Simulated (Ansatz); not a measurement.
```
Na Hg Se
1.0
     7.02150    0.00000    0.00000
    -3.51075    6.08080    0.00000
     0.00000    0.00000   13.98985
Na Hg Se
6 6 9
Cartesian
  0.0000 0.0000 4.2319
  3.5108 2.0269 8.8953
  0.0000 4.0539 13.5585
  3.5108 2.0269 0.4313
  0.0000 4.0539 5.0945
  0.0000 0.0000 9.7579
  0.0000 0.0000 0.0000
  3.5108 2.0269 4.6632
  0.0000 4.0539 9.3266
  0.0000 4.0539 2.3317
  0.0000 0.0000 6.9949
  3.5108 2.0269 11.6582
  3.5107 4.0539 2.3317
  3.5107 0.0000 6.9949
  0.0000 2.0269 11.6582
  1.7553 1.0135 2.3317
  -1.7554 3.0404 6.9949
  1.7554 5.0673 11.6582
  5.2661 1.0135 2.3317
  1.7554 3.0404 6.9949
  -1.7553 5.0673 11.6582
```

Space group R-3m; a structure generated by program, which may or may not match a known phase.

These are results of DFT PBE, scalar-relativistic, plane waves, PAW (Ansatz 0.2.0), not measurements.

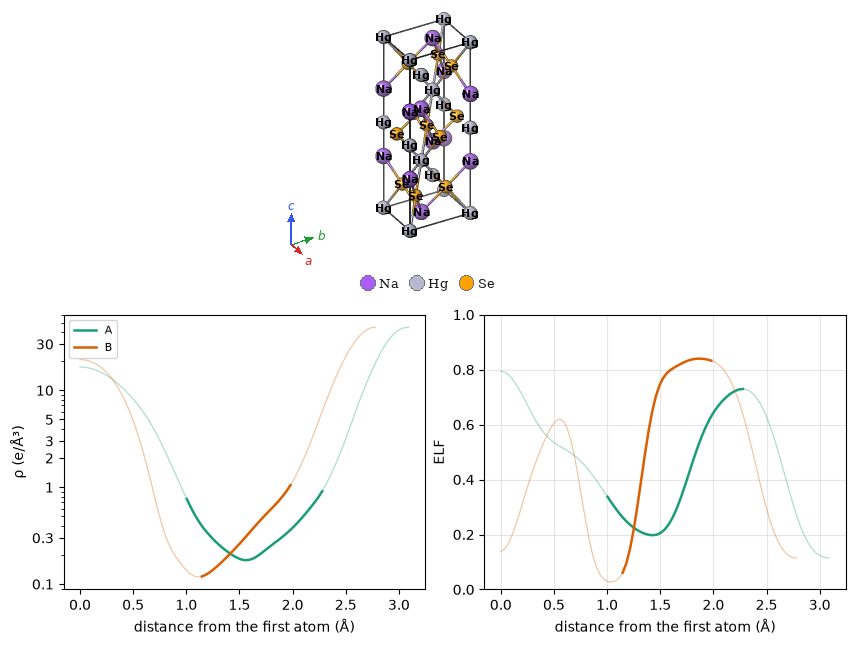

Na$_{2}$Hg$_{2}$Se$_{3}$. Valence electron density and ELF along straight lines between neighbouring atoms. Thin, pale parts lie inside the atomic spheres. The structure is drawn too.

The density is the valence pseudo-density of a PAW calculation; it isn't the true density close to the nuclei.

> Which curve belongs to which contact (Hg–Se and Na–Se)? The first atom named is at distance zero.

Curve A: Hg–Se (3.09 Å): the density is about 0.18 e/Å³ at the midpoint; the ELF is about 0.20 at the midpoint. Curve B: Na–Se (2.78 Å): ρ is about 0.19 e/Å³ halfway; the ELF is about 0.55 at the midpoint.
